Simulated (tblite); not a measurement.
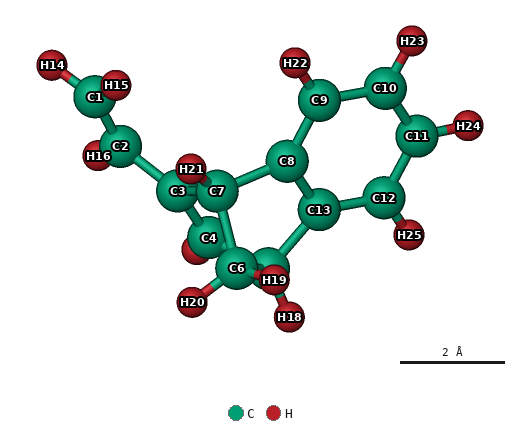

Figure 1. The input geometry (ball-and-stick view, seen at a tilt; atoms are numbered from 1 in the order of the input). Bond lengths as drawn: C–C 1.33 to 1.54 Å and C–H 1.07 to 1.09 Å.

**C$_{13}$H$_{12}$: frequency calculation**

The run: frequency calculation of C$_{13}$H$_{12}$. Method and program: GFN2-xTB harmonic vibrations, gas phase (tblite 0.8.0).

It belongs to a series of runs on one base structure; here: constitutional isomer.

**What the program printed**
```
mode    cm-1     km/mol
  1      61.3      0.02
  2     109.9      0.20
  3     134.5      0.17
  4     195.2      0.89
  5     228.5      0.59
  6     339.1      0.26
  7     352.9      0.50
  8     402.3      0.69
  9     441.6      0.82
 10     471.5      0.67
 11     495.6      1.19
 12     536.0      0.06
 13     550.1      0.68
 14     566.9      0.90
 15     633.0      0.07
 16     694.7      1.46
 17     710.3      4.05
 18     743.7      1.69
 19     773.8     18.08
 20     787.8     12.84
 21     826.4      0.79
 22     857.2      1.46
 23     878.8     11.77
 24     881.6      0.30
 25     902.8      0.32
 26     909.1      1.01
 27     925.7      0.03
 28     965.8      0.99
 29     978.6      1.57
 30     998.0      7.44
 31    1004.9     16.67
 32    1013.1      0.27
 33    1019.6      2.26
 34    1056.2      0.51
 35    1072.3      0.02
 36    1108.9      0.12
 37    1134.3      1.19
 38    1159.0      0.58
 39    1171.7      4.85
 40    1181.1      0.80
 41    1182.9      3.35
 42    1200.3      1.34
 43    1217.9     11.21
 44    1232.1      2.62
 45    1260.3      3.14
 46    1270.6      0.54
 47    1291.5      1.98
 48    1303.4      2.73
 49    1367.9      1.55
 50    1413.5      0.27
 51    1440.3     11.95
 52    1454.7      0.02
 53    1484.0      0.26
 54    1612.5      0.28
 55    1619.2      0.33
 56    1629.1      6.18
 57    1662.5     11.39
 58    2991.2     63.45
 59    2996.8     46.18
 60    3022.6     53.61
 61    3032.3     35.00
 62    3044.6     42.98
 63    3072.1      4.12
 64    3075.4      9.61
 65    3082.1     96.69
 66    3091.3     64.17
 67    3110.1     14.74
 68    3133.2     38.71
 69    3138.2     52.97
```

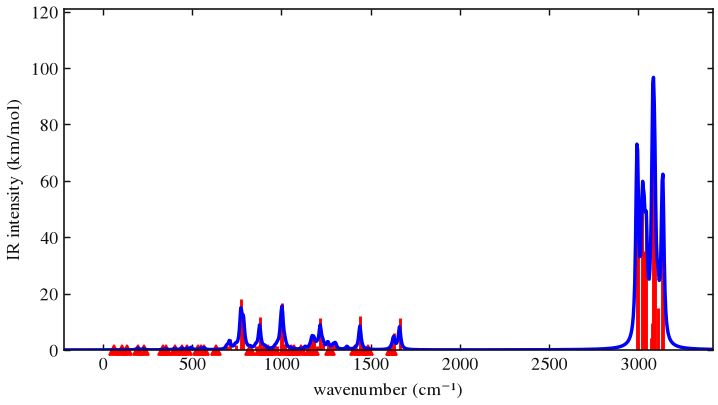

Figure 2. Harmonic infrared spectrum, unscaled: sticks (degenerate modes added up, dark ones marked on the axis) with a Lorentzian envelope of 16 cm⁻¹ full width, scaled to the tallest stick. 69 modes from 61 to 3138 cm⁻¹, none imaginary. The strongest line is at 3082 cm⁻¹ (97 km/mol).

This output came from the following input.

**The input**
```
{"job": {"kind": "ir", "xc": "GFN2-xTB", "basis": "xTB"}, "charge": 0, "multiplicity": 1}
C     -2.952904     1.607911     0.921958
C     -2.629716     0.945224    -0.185144
C     -1.591419    -0.044097    -0.296927
C     -1.159637    -0.653759    -1.410324
C     -0.005053    -1.556789    -1.035631
C     -0.481022    -1.997297     0.361530
C     -0.714121    -0.553940     0.844465
C      0.653547     0.021972     0.550873
C      1.419091     0.970840     1.180597
C      2.656626     1.286915     0.621905
C      3.094764     0.668627    -0.533123
C      2.312011    -0.289504    -1.175658
C      1.097405    -0.603067    -0.620207
H     -3.742669     2.339367     0.930217
H     -2.439629     1.452861     1.855383
H     -3.168197     1.142883    -1.104338
H     -1.501609    -0.505152    -2.417647
H      0.265089    -2.325017    -1.754719
H      0.285036    -2.522395     0.932125
H     -1.394543    -2.591059     0.333342
H     -1.094662    -0.416468     1.851650
H      1.083455     1.458059     2.084452
H      3.280346     2.027821     1.100252
H      4.057629     0.929970    -0.947105
H      2.659250    -0.769761    -2.078793
```

The first line tells a small driver script what to run in tblite; the rest is the geometry in Å.

Run as:
```bash
OMP_NUM_THREADS=2 python <driver script> task.json out
```

**Summary**

```tsv
quantity	value
outcome	converged
total energy	−922.4781 eV
zero-point energy	128.2420 kcal/mol
hardware	2 CPU threads, shared host
wall time	1.2 s (CPU time 2.4 s)
peak memory	0.18 GiB
```
